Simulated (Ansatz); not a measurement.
## Nudged elastic band, with input and output: WH2BrOF5 (part 1 of 2)

System: WH2BrOF5.
Method: RKS PBE/def2-SVP (Ansatz 0.2.0).

The run did not end well. It belongs to a series of runs on one base structure; here: band between the two ends.

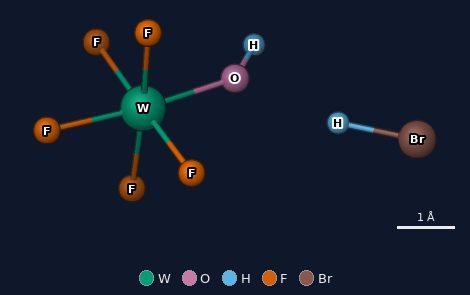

The structure as given in the input (ball-and-stick view, seen at a tilt). Sticks mark near contacts. Bond lengths as drawn: Br–H 1.44 Å, F–W 1.86 to 1.87 Å, H–O 0.98 Å and O–W 1.88 Å.

## The input
```yaml
crystal:
  periodic: [false, false, false]
  atoms:
    - { symbol: W, position_ang: [-0.233844, -0.144751, -0.236032] }
    - { symbol: O, position_ang: [-0.116198, 0.481107, 1.535154] }
    - { symbol: H, position_ang: [-0.674016, 0.581333, 2.329014] }
    - { symbol: F, position_ang: [1.555317, 0.263757, -0.561344] }
    - { symbol: F, position_ang: [-0.697801, 1.543083, -0.892403] }
    - { symbol: F, position_ang: [-2.028907, -0.539627, 0.131282] }
    - { symbol: F, position_ang: [0.290484, -1.871261, 0.253538] }
    - { symbol: F, position_ang: [-0.54408, -0.810476, -1.951542] }
    - { symbol: Br, position_ang: [2.66056, 1.857417, 3.180711] }
    - { symbol: H, position_ang: [1.672684, 1.268318, 2.310423] }
basis:
  gaussian: { orbitals: def2-SVP }
hamiltonian:
  xc: pbe
neb:
  order_check: false
  images: 8
  f_tol: 0.05
  max_iterations: 60
  climbing: false
  final_atoms:
    - { symbol: W, position_ang: [0.4991313, -0.14390966, -0.47135137] }
    - { symbol: O, position_ang: [-0.25214119, 1.108251, 3.28218159] }
    - { symbol: H, position_ang: [-0.88358709, 0.46929355, 2.89905539] }
    - { symbol: F, position_ang: [1.79803527, -0.23554577, -1.80847284] }
    - { symbol: F, position_ang: [0.13755739, 1.63360934, -0.92082883] }
    - { symbol: F, position_ang: [-0.91498348, -0.09240216, 0.77005544] }
    - { symbol: F, position_ang: [0.76501277, -1.94513993, -0.06183059] }
    - { symbol: F, position_ang: [-0.76422489, -0.66981687, -1.75868685] }
    - { symbol: Br, position_ang: [2.09702554, 0.54608254, 1.22041373] }
    - { symbol: H, position_ang: [-0.59762664, 1.95847794, 2.94826534] }
  initial_path:
    images:
      - { positions_ang: [[-0.233844, -0.144751, -0.236032], [-0.116198, 0.481107, 1.535154], [-0.674016, 0.581333, 2.329014], [1.555317, 0.263757, -0.561344], [-0.697801, 1.543083, -0.892403], [-2.028907, -0.539627, 0.131282], [0.290484, -1.871261, 0.253538], [-0.54408, -0.810476, -1.951542], [2.66056, 1.857417, 3.180711], [1.672684, 1.268318, 2.310423]] }
      - { positions_ang: [[-0.18069009, -0.12640234, -0.17712801], [-0.09364107, 0.41330548, 1.70657032], [-0.73025744, 0.43666914, 2.40326446], [1.62197495, 0.19170695, -0.42657092], [-0.5415522, 1.59523862, -0.73040002], [-1.98794557, -0.43390896, 0.10498312], [0.22712724, -1.87812463, 0.24640988], [-0.41838701, -0.68694799, -1.9202791], [2.48786325, 1.88639913, 2.63858397], [1.49970693, 1.23096458, 2.25336732]] }
      - { positions_ang: [[-0.12753618, -0.10805367, -0.11822403], [-0.07108413, 0.34550396, 1.87798665], [-0.78649887, 0.29200529, 2.47751491], [1.68863289, 0.1196569, -0.29179785], [-0.38530339, 1.64739425, -0.56839705], [-1.94698414, -0.32819091, 0.07868423], [0.16377048, -1.88498827, 0.23928177], [-0.29269403, -0.56341997, -1.88901621], [2.31516651, 1.91538127, 2.09645693], [1.32672987, 1.19361116, 2.19631163]] }
      - { positions_ang: [[-0.07438227, -0.08970501, -0.05932004], [-0.0485272, 0.27770244, 2.04940297], [-0.84274031, 0.14734143, 2.55176537], [1.75529084, 0.04760684, -0.15702477], [-0.22905459, 1.69954987, -0.40639407], [-1.90602271, -0.22247287, 0.05238535], [0.10041372, -1.8918519, 0.23215365], [-0.16700104, -0.43989196, -1.85775331], [2.14246976, 1.9443634, 1.5543299], [1.1537528, 1.15625775, 2.13925595]] }
      - { positions_ang: [[-0.02122836, -0.07135635, -0.00041606], [-0.02597027, 0.20990092, 2.2208193], [-0.89898175, 0.00267757, 2.62601583], [1.82194878, -0.02444321, -0.02225169], [-0.07280578, 1.7517055, -0.2443911], [-1.86506128, -0.11675482, 0.02608647], [0.03705696, -1.89871553, 0.22502554], [-0.04130805, -0.31636394, -1.82649041], [1.96977301, 1.97334554, 1.01220287], [0.98077574, 1.11890433, 2.08220026]] }
      - { positions_ang: [[0.06021334, -0.07126287, -0.02656265], [-0.04107507, 0.27958359, 2.41493347], [-0.92226742, -0.00977125, 2.68935376], [1.84891748, -0.0799213, -0.16082157], [0.02001182, 1.76176398, -0.24754952], [-1.741292, -0.06706317, 0.09706129], [0.08978238, -1.9069243, 0.18998458], [-0.0657686, -0.30073515, -1.80506206], [1.90715807, 1.82764171, 0.79439206], [0.728519, 1.19558877, 2.15307163]] }
      - { positions_ang: [[0.16994283, -0.08942457, -0.13775983], [-0.0938416, 0.48675044, 2.6317455], [-0.91259734, 0.10999495, 2.74177917], [1.83619693, -0.11882741, -0.57273439], [0.04939821, 1.72972532, -0.41586935], [-1.53471487, -0.07339792, 0.26530983], [0.25858997, -1.91647821, 0.12703079], [-0.24038267, -0.39300558, -1.79346826], [1.95462494, 1.50725192, 0.90089748], [0.39698259, 1.38631106, 2.35187006]] }
      - { positions_ang: [[0.27967232, -0.10758626, -0.24895701], [-0.14660813, 0.69391729, 2.84855753], [-0.90292725, 0.22976115, 2.79420457], [1.82347637, -0.15773353, -0.9846472], [0.07878461, 1.69768666, -0.58418918], [-1.32813774, -0.07973266, 0.43355837], [0.42739757, -1.92603211, 0.064077], [-0.41499674, -0.48527601, -1.78187446], [2.00209181, 1.18686213, 1.0074029], [0.06544618, 1.57703335, 2.55066849]] }
      - { positions_ang: [[0.38940181, -0.12574796, -0.36015419], [-0.19937466, 0.90108415, 3.06536956], [-0.89325717, 0.34952735, 2.84662998], [1.81075582, -0.19663965, -1.39656002], [0.108171, 1.665648, -0.752509], [-1.12156061, -0.08606741, 0.6018069], [0.59620517, -1.93558602, 0.0011232], [-0.58961082, -0.57754644, -1.77028066], [2.04955867, 0.86647233, 1.11390831], [-0.26609023, 1.76775565, 2.74946692]] }
      - { positions_ang: [[0.4991313, -0.14390966, -0.47135137], [-0.25214119, 1.108251, 3.28218159], [-0.88358709, 0.46929355, 2.89905539], [1.79803527, -0.23554577, -1.80847284], [0.13755739, 1.63360934, -0.92082883], [-0.91498348, -0.09240216, 0.77005544], [0.76501277, -1.94513993, -0.06183059], [-0.76422489, -0.66981687, -1.75868685], [2.09702554, 0.54608254, 1.22041373], [-0.59762664, 1.95847794, 2.94826534]] }
```

Run on 4 threads of Arm Neoverse V2, 24 GiB of memory available, shared host.

Launched with:
```bash
ansatz run input.yaml --threads 4 --pin off --max-ram 5120MiB --backend cpu --events-out ev --progress --plain --runs-dir out
```

## What the program printed
```
Engine: ansatz 0.2.0, aarch64-unknown-linux-gnu
Functional definition: PBE
  parameter kappa = 0.804
  parameter beta = 0.06672455060314922
  exchange = pbe_x(kappa = kappa, mu = beta*pi^2/3)
  correlation = pbe_c(beta = beta)
1651 factors; their error is unknown
mean field evaluation 1: about -87482.9007 eV, gradient 9.7e1 eV
mean field evaluation 2: about -87194.9676 eV, gradient 3.2e2 eV
mean field evaluation 4: about -87497.5370 eV, gradient 3.3e1 eV
mean field evaluation 8: about -87499.4263 eV, gradient 4.3e-1 eV
mean field evaluation 16: about -87499.3052 eV, gradient 8.2e-3 eV
mean field -87499.30523109 eV, -3215.5401580833 hartree, gradient 3.7e-5 eV, S^2 0.000000; 0 other end points of the search recorded, 0 dependent functions left out
the calculation of the forces begins
reference -87499.30530427 eV, -3215.5401607727 hartree; 52, 52 occupied and 106, 106 virtual orbitals, 1651 factors
1651 factors; their error is unknown
mean field evaluation 32: about -87499.1369 eV, gradient 1.4e-1 eV
mean field -87499.01380466 eV, -3215.5294483595 hartree, gradient 3.7e-5 eV, S^2 0.000000; 2 other end points of the search recorded, 0 dependent functions left out
[... from here on the field's lines of each further geometry are left out, up to the last ...]
NEB iter   1: max|band force component| = 8.096e0 eV/Å  barrier→ = 5.7615 eV  barrier← = 5.4701 eV  Δτ_max = 0.1997 Å  (887 SCF iters)
NEB iter   2: max|band force component| = 3.952e0 eV/Å  barrier→ = 3.3305 eV  barrier← = 3.0391 eV  Δτ_max = 0.2000 Å  (341 SCF iters)
NEB iter   3: max|band force component| = 2.150e0 eV/Å  barrier→ = 1.6514 eV  barrier← = 1.3600 eV  Δτ_max = 0.1978 Å  (316 SCF iters)
NEB iter   4: max|band force component| = 1.261e0 eV/Å  barrier→ = 1.0360 eV  barrier← = 0.7446 eV  Δτ_max = 0.2000 Å  (301 SCF iters)
NEB iter   5: max|band force component| = 3.008e0 eV/Å  barrier→ = 1.4969 eV  barrier← = 1.2055 eV  Δτ_max = 0.1009 Å  (299 SCF iters)
NEB iter   6: max|band force component| = 9.439e-1 eV/Å  barrier→ = 1.1059 eV  barrier← = 0.8145 eV  Δτ_max = 0.1937 Å  (287 SCF iters)
NEB iter   7: max|band force component| = 1.220e0 eV/Å  barrier→ = 1.0491 eV  barrier← = 0.7577 eV  Δτ_max = 0.1018 Å  (300 SCF iters)
NEB iter   8: max|band force component| = 1.114e0 eV/Å  barrier→ = 0.8191 eV  barrier← = 0.5277 eV  Δτ_max = 0.1005 Å  (283 SCF iters)
NEB iter   9: max|band force component| = 6.715e-1 eV/Å  barrier→ = 0.6459 eV  barrier← = 0.3545 eV  Δτ_max = 0.1003 Å  (292 SCF iters)
NEB iter  10: max|band force component| = 6.495e-1 eV/Å  barrier→ = 0.6778 eV  barrier← = 0.3863 eV  Δτ_max = 0.1019 Å  (294 SCF iters)
NEB iter  11: max|band force component| = 3.281e-1 eV/Å  barrier→ = 0.6904 eV  barrier← = 0.3989 eV  Δτ_max = 0.2000 Å  (280 SCF iters)
NEB iter  12: max|band force component| = 6.343e-1 eV/Å  barrier→ = 0.7688 eV  barrier← = 0.4774 eV  Δτ_max = 0.1001 Å  (295 SCF iters)
NEB iter  13: max|band force component| = 3.286e-1 eV/Å  barrier→ = 0.7716 eV  barrier← = 0.4802 eV  Δτ_max = 0.1009 Å  (277 SCF iters)
NEB iter  14: max|band force component| = 2.853e-1 eV/Å  barrier→ = 0.7968 eV  barrier← = 0.5054 eV  Δτ_max = 0.1025 Å  (280 SCF iters)
NEB iter  15: max|band force component| = 3.835e-1 eV/Å  barrier→ = 0.8225 eV  barrier← = 0.5311 eV  Δτ_max = 0.0505 Å  (278 SCF iters)
NEB iter  16: max|band force component| = 2.705e-1 eV/Å  barrier→ = 0.8417 eV  barrier← = 0.5503 eV  Δτ_max = 0.0504 Å  (263 SCF iters)
NEB iter  17: max|band force component| = 2.767e-1 eV/Å  barrier→ = 0.8343 eV  barrier← = 0.5429 eV  Δτ_max = 0.0506 Å  (263 SCF iters)
NEB iter  18: max|band force component| = 3.407e-1 eV/Å  barrier→ = 0.8379 eV  barrier← = 0.5464 eV  Δτ_max = 0.0505 Å  (263 SCF iters)
NEB iter  19: max|band force component| = 3.227e-1 eV/Å  barrier→ = 0.8200 eV  barrier← = 0.5285 eV  Δτ_max = 0.1019 Å  (262 SCF iters)
NEB iter  20: max|band force component| = 6.806e-1 eV/Å  barrier→ = 0.8457 eV  barrier← = 0.5543 eV  Δτ_max = 0.0505 Å  (291 SCF iters)
NEB iter  21: max|band force component| = 8.709e-1 eV/Å  barrier→ = 0.8284 eV  barrier← = 0.5369 eV  Δτ_max = 0.0507 Å  (272 SCF iters)
NEB iter  22: max|band force component| = 8.679e-1 eV/Å  barrier→ = 0.7406 eV  barrier← = 0.4492 eV  Δτ_max = 0.1010 Å  (267 SCF iters)
NEB iter  23: max|band force component| = 7.361e-1 eV/Å  barrier→ = 0.6040 eV  barrier← = 0.3126 eV  Δτ_max = 0.1018 Å  (290 SCF iters)
NEB iter  24: max|band force component| = 1.084e0 eV/Å  barrier→ = 0.5353 eV  barrier← = 0.2439 eV  Δτ_max = 0.0505 Å  (300 SCF iters)
NEB iter  25: max|band force component| = 6.308e-1 eV/Å  barrier→ = 0.5350 eV  barrier← = 0.2436 eV  Δτ_max = 0.1027 Å  (269 SCF iters)
NEB iter  26: max|band force component| = 4.282e-1 eV/Å  barrier→ = 0.5100 eV  barrier← = 0.2185 eV  Δτ_max = 0.1028 Å  (291 SCF iters)
NEB iter  27: max|band force component| = 3.674e-1 eV/Å  barrier→ = 0.5768 eV  barrier← = 0.2854 eV  Δτ_max = 0.1009 Å  (288 SCF iters)
NEB iter  28: max|band force component| = 2.373e-1 eV/Å  barrier→ = 0.6510 eV  barrier← = 0.3595 eV  Δτ_max = 0.1013 Å  (282 SCF iters)
NEB iter  29: max|band force component| = 2.323e-1 eV/Å  barrier→ = 0.7524 eV  barrier← = 0.4610 eV  Δτ_max = 0.1004 Å  (278 SCF iters)
NEB iter  30: max|band force component| = 3.307e-1 eV/Å  barrier→ = 0.8363 eV  barrier← = 0.5448 eV  Δτ_max = 0.0500 Å  (278 SCF iters)
NEB iter  31: max|band force component| = 3.631e-1 eV/Å  barrier→ = 0.8534 eV  barrier← = 0.5620 eV  Δτ_max = 0.0500 Å  (265 SCF iters)
NEB iter  32: max|band force component| = 5.015e-1 eV/Å  barrier→ = 0.8485 eV  barrier← = 0.5571 eV  Δτ_max = 0.1021 Å  (271 SCF iters)
NEB iter  33: max|band force component| = 6.659e-1 eV/Å  barrier→ = 0.8077 eV  barrier← = 0.5163 eV  Δτ_max = 0.0507 Å  (287 SCF iters)
NEB iter  34: max|band force component| = 5.134e-1 eV/Å  barrier→ = 0.7622 eV  barrier← = 0.4707 eV  Δτ_max = 0.0506 Å  (274 SCF iters)
NEB iter  35: max|band force component| = 5.089e-1 eV/Å  barrier→ = 0.7071 eV  barrier← = 0.4157 eV  Δτ_max = 0.0507 Å  (264 SCF iters)
NEB iter  36: max|band force component| = 4.227e-1 eV/Å  barrier→ = 0.6535 eV  barrier← = 0.3621 eV  Δτ_max = 0.1037 Å  (262 SCF iters)
NEB iter  37: max|band force component| = 5.551e-1 eV/Å  barrier→ = 0.5785 eV  barrier← = 0.2871 eV  Δτ_max = 0.0998 Å  (281 SCF iters)
NEB iter  38: max|band force component| = 5.599e-1 eV/Å  barrier→ = 0.6617 eV  barrier← = 0.3702 eV  Δτ_max = 0.0999 Å  (276 SCF iters)
NEB iter  39: max|band force component| = 5.491e-1 eV/Å  barrier→ = 0.7158 eV  barrier← = 0.4243 eV  Δτ_max = 0.2000 Å  (275 SCF iters)
NEB iter  40: max|band force component| = 6.078e-1 eV/Å  barrier→ = 0.9279 eV  barrier← = 0.6365 eV  Δτ_max = 0.2000 Å  (290 SCF iters)
NEB iter  41: max|band force component| = 6.594e-1 eV/Å  barrier→ = 1.1761 eV  barrier← = 0.8847 eV  Δτ_max = 0.0999 Å  (295 SCF iters)
NEB iter  42: max|band force component| = 4.276e-1 eV/Å  barrier→ = 1.2521 eV  barrier← = 0.9607 eV  Δτ_max = 0.1016 Å  (278 SCF iters)
NEB iter  43: max|band force component| = 5.485e-1 eV/Å  barrier→ = 1.2869 eV  barrier← = 0.9954 eV  Δτ_max = 0.0502 Å  (300 SCF iters)
NEB iter  44: max|band force component| = 6.934e-1 eV/Å  barrier→ = 1.2516 eV  barrier← = 0.9601 eV  Δτ_max = 0.0251 Å  (271 SCF iters)
NEB iter  45: max|band force component| = 7.039e-1 eV/Å  barrier→ = 1.2153 eV  barrier← = 0.9239 eV  Δτ_max = 0.0251 Å  (267 SCF iters)
NEB iter  46: max|band force component| = 7.412e-1 eV/Å  barrier→ = 1.1738 eV  barrier← = 0.8824 eV  Δτ_max = 0.0505 Å  (270 SCF iters)
NEB iter  47: max|band force component| = 8.838e-1 eV/Å  barrier→ = 1.0854 eV  barrier← = 0.7940 eV  Δτ_max = 0.1011 Å  (269 SCF iters)
NEB iter  48: max|band force component| = 7.395e-1 eV/Å  barrier→ = 0.9260 eV  barrier← = 0.6346 eV  Δτ_max = 0.1005 Å  (290 SCF iters)
NEB iter  49: max|band force component| = 5.031e-1 eV/Å  barrier→ = 0.8217 eV  barrier← = 0.5303 eV  Δτ_max = 0.1010 Å  (288 SCF iters)
NEB iter  50: max|band force component| = 5.283e-1 eV/Å  barrier→ = 0.7302 eV  barrier← = 0.4388 eV  Δτ_max = 0.1019 Å  (284 SCF iters)
NEB iter  51: max|band force component| = 3.070e-1 eV/Å  barrier→ = 0.6459 eV  barrier← = 0.3545 eV  Δτ_max = 0.2000 Å  (279 SCF iters)
NEB iter  52: max|band force component| = 3.270e-1 eV/Å  barrier→ = 0.5265 eV  barrier← = 0.2351 eV  Δτ_max = 0.1026 Å  (297 SCF iters)
NEB iter  53: max|band force component| = 3.813e-1 eV/Å  barrier→ = 0.4818 eV  barrier← = 0.1904 eV  Δτ_max = 0.0505 Å  (295 SCF iters)
NEB iter  54: max|band force component| = 2.645e-1 eV/Å  barrier→ = 0.4774 eV  barrier← = 0.1860 eV  Δτ_max = 0.0502 Å  (261 SCF iters)
NEB iter  55: max|band force component| = 2.896e-1 eV/Å  barrier→ = 0.4835 eV  barrier← = 0.1921 eV  Δτ_max = 0.1021 Å  (261 SCF iters)
NEB iter  56: max|band force component| = 2.699e-1 eV/Å  barrier→ = 0.4921 eV  barrier← = 0.2007 eV  Δτ_max = 0.2000 Å  (286 SCF iters)
NEB iter  57: max|band force component| = 2.375e-1 eV/Å  barrier→ = 0.4959 eV  barrier← = 0.2044 eV  Δτ_max = 0.2000 Å  (288 SCF iters)
NEB iter  58: max|band force component| = 6.827e-1 eV/Å  barrier→ = 0.4943 eV  barrier← = 0.2028 eV  Δτ_max = 0.1018 Å  (286 SCF iters)
NEB iter  59: max|band force component| = 4.461e-1 eV/Å  barrier→ = 0.4933 eV  barrier← = 0.2019 eV  Δτ_max = 0.1008 Å  (279 SCF iters)
the calculation of the forces begins
reference -87499.02424208 eV, -3215.5298319277 hartree; 52, 52 occupied and 106, 106 virtual orbitals, 1651 factors
these checks for a lower state are left out or cut short: starts, cluster_reference, orbital_swaps, neighbouring_geometries, increment
1651 factors; their error is unknown
mean field evaluation 3904: about -87498.9805 eV, gradient 3.5e-4 eV
mean field -87498.98049834 eV, -3215.5282243748 hartree, gradient 2.3e-5 eV, S^2 0.000000; 0 other end points of the search recorded, 0 dependent functions left out
the calculation of the forces begins
reference -87498.98056741 eV, -3215.5282269130 hartree; 52, 52 occupied and 106, 106 virtual orbitals, 1651 factors
NEB iter  60: max|band force component| = 2.592e-1 eV/Å  barrier→ = 0.4923 eV  barrier← = 0.2009 eV  Δτ_max = 0.0999 Å  (282 SCF iters)
```
